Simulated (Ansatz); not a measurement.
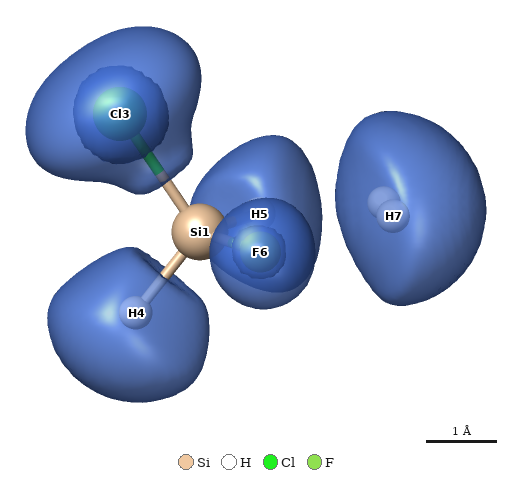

The picture shows: ClFH₂Si···H₂. Isosurface of the ELF at 0.75 (blue), seen across its widest extent. Only the valence region is drawn (cores and ρ < 0.01 e/Å³ removed).

Not at a stationary point (largest force 1.5 eV/Å).

These are results of Ansatz, RKS PBE-D4/6-31G*, not measurements.

The calculation's input:

```
crystal:
  periodic: [false, false, false]
  atoms:
    - { symbol: Si, position_ang: [0.0, 0.0, 0.0] }
    - { symbol: H, position_ang: [0.0, 0.0, 1.81] }
    - { symbol: Cl, position_ang: [2.0086, 0.0, -0.7093] }
    - { symbol: H, position_ang: [-0.6877, 1.1914, -0.4862] }
    - { symbol: H, position_ang: [-0.6877, -1.1914, -0.4862] }
    - { symbol: F, position_ang: [0.9912, 1.4948, 0.596] }
    - { symbol: H, position_ang: [0.538, 0.8114, 1.693] }
basis:
  gaussian: { orbitals: "6-31G*" }
hamiltonian:
  xc: pbe
  dispersion: d4
relax:
  f_tol: 0.15
  max_steps: 25
  restrain:
    - { distance: [0, 5], at: 1.59, k: 30.0 }
    - { distance: [6, 1], at: 0.66, k: 30.0 }
    - { distance: [0, 1], at: 2.66, k: 30.0 }
    - { distance: [6, 5], at: 2.12, k: 30.0 }
output:
  orbitals: {}
```

Run with:

```sh
ansatz run input.yaml --threads 1 --pin off --max-ram 2048MiB --backend cpu --events-out ev --progress --plain --runs-dir out
```

The fields are those of the run's last geometry, not of the input's.

Identify the bonds, lone pairs and shells in this picture.

Answer. At this value the surface marks out three regions around hydrogen nuclei, one region on Cl in which the atom's valence shell and bonds are merged and one region wrapped around F (its lone pairs, merged into a ring or cap). Along the contacts the grid gives the following. Si1···H2 (2.67 Å): the ELF dips to about 0.05 between them. Si–F (1.60 Å): the ELF peaks at about 0.80 in the valence shell of F, 0.6 Å from its nucleus, and is about 0.45 at the midpoint.
